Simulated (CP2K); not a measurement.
Band structure of K (Im-3m, 1 atom in the cell).

```xyz
1
Lattice="4.6256 0.0000 0.0000 -1.5419 4.3610 0.0000 -1.5419 -2.1805 3.7768" Properties=species:S:1:pos:R:3 pbc="T T T"
K      0.0000     0.0000     0.0000
```

Level of theory: PBE, GPW, DZVP-MOLOPT-SR-GTH basis, GTH-PBE potentials (GTH_POTENTIALS) (CP2K).

Settings: CUTOFF = 500 Ry; REL_CUTOFF = 60 Ry; SMEAR/METHOD = GAUSSIAN; SIGMA = 0.1 eV; KPOINTS/SCHEME = MACDONALD 12 12 12 0.04166666667 0.04166666667 0.04166666667; XC_FUNCTIONAL = PBE; K/BASIS_SET = DZVP-MOLOPT-SR-GTH-q9; K/POTENTIAL = GTH-PBE-q9; METHOD = GPW; EPS_DEFAULT = 1e-10; EXTRAPOLATION = USE_GUESS; NGRIDS = 5; SCF_GUESS = ATOMIC; EPS_SCF = 1e-06.

The starting cell comes from a database of computed structures (which also holds hypothetical and non-ambient phases and stackings), without a prior relaxation at this level. Its lattice was rescaled by a random factor within 2.5 % of one. Values carry the incompleteness of an atom-centred basis.

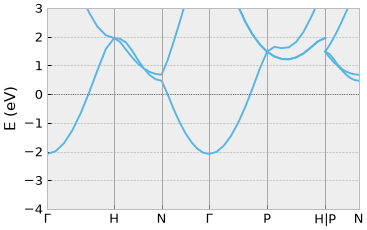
Bands along the path, energies from the Fermi level.

Levels in eV from the Fermi level, bands 1 to 6:
| point | 1 | 2 | 3 | 4 | 5 | 6 |
|---|---|---|---|---|---|---|
| Γ | -32.58 | -15.73 | -15.73 | -15.73 | -2.09 | 4.56 |
| H | -32.58 | -15.77 | -15.77 | -15.77 | 1.96 | 1.96 |
| N | -32.58 | -15.79 | -15.75 | -15.73 | 0.47 | 0.68 |
| P | -32.58 | -15.76 | -15.76 | -15.76 | 1.48 | 1.48 |

Bands cross the Fermi level along this path, so the cell is metallic at this level.

Higher empty bands are left out: an atom-centred basis made for the valence describes them poorly.
